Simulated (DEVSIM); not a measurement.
System: Mo/La2O3/SiO2/p-Si capacitor, at 300 K.

| layer (left to right) | material | thickness (nm) | Na (cm⁻³) |
|---|---|---|---|
| 1 | La2O3 | 8.80 | - |
| 2 | SiO2 | 0.640 | - |
| 3 | Si | 17000 | 2.4e15 |

Metal gate on the left, work function 4.6 eV. Fixed charge at the semiconductor interface 2.1e12 cm⁻² (in units of +e); no interface traps.

Constants are typed, rounded textbook-type inputs, not results; the design itself was drawn at random and stands for no fabricated device. Values at 300 K.

```
parameter      La2O3  SiO2       Si
-------------  -----  ----  -------
gap (eV)         5.8     9    1.124
affinity (eV)    1.8   0.9     4.05
permittivity      27   3.9     11.7
Nc (cm⁻³)          -     -  2.86e19
Nv (cm⁻³)          -     -   3.1e19
```

Model (solved in DEVSIM): 1D Poisson equation in equilibrium, Boltzmann statistics, complete ionisation; no quantum confinement or tunnelling. Metal contacts follow the ideal Schottky-Mott rule: no Fermi-level pinning, no interface dipoles.

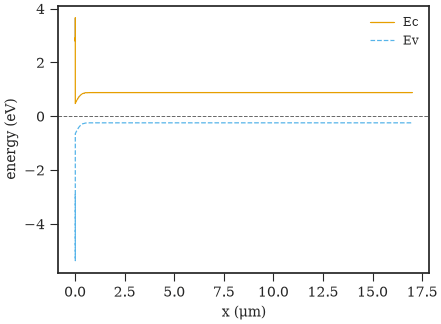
Band edges at -0.1 V on the gate

Energies count from the Fermi level of the right contact; mesh points crowd at the junctions.

```tsv
x (μm)	Ec (eV)	Ev (eV)	n (cm⁻³)	p (cm⁻³)	field (V/cm)
0.000	2.900	-2.900	< 1e2	< 1e2	-130000
0.001676	2.878	-2.922	< 1e2	< 1e2	-130000
0.004966	2.834	-2.966	< 1e2	< 1e2	-130000
0.007748	2.797	-3.003	< 1e2	< 1e2	-130000
0.009142	3.650	-5.350	< 1e2	< 1e2	-920000
0.01027	0.474	-0.650	3.1e11	3.8e8	17000
0.01361	0.480	-0.644	2.5e11	4.7e8	17000
0.02762	0.503	-0.621	1.0e11	1.1e9	16000
0.05996	0.553	-0.571	1.5e10	8.0e9	15000
0.1464	0.668	-0.456	1.7e8	6.9e11	12000
0.3774	0.842	-0.282	200000	5.7e14	3600
1.347	0.879	-0.245	48000	2.4e15	≈ 0
3.585	0.879	-0.245	48000	2.4e15	≈ 0
9.331	0.879	-0.245	48000	2.4e15	≈ 0
14.96	0.879	-0.245	48000	2.4e15	≈ 0
16.25	0.879	-0.245	48000	2.4e15	≈ 0
16.71	0.879	-0.245	48000	2.4e15	≈ 0
16.90	0.879	-0.245	48000	2.4e15	≈ 0
16.98	0.879	-0.245	48000	2.4e15	≈ 0
17.00	0.879	-0.245	48000	2.4e15	≈ 0
17.01	0.879	-0.245	48000	2.4e15	≈ 0
17.01	0.879	-0.245	48000	2.4e15	≈ 0
```
